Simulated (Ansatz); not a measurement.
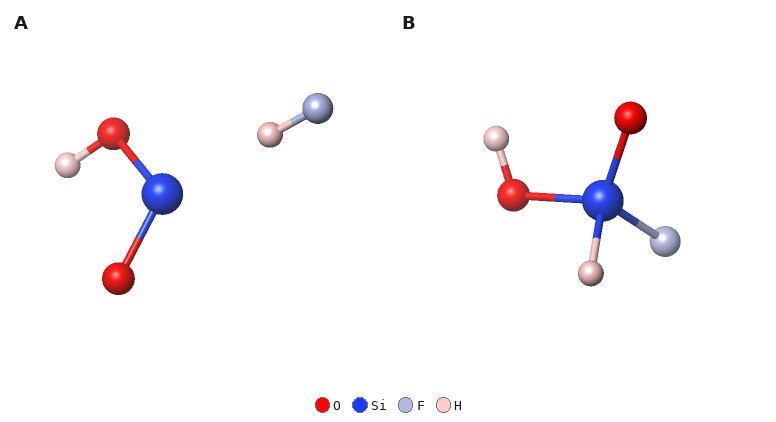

2 stationary structures of one formula. The species has charge −1 and is a spin singlet. Geometries: PBE0-D4/def2-TZVPD. Electronic energies: ωB97M-V/def2-TZVPPD (Ansatz 0.2.0), without zero-point energy. No frequency run is at hand to confirm each as a minimum.

> Rank them by energy, lowest first.

B is lowest (C1); A lies 218.0 kJ/mol above it (Cs).
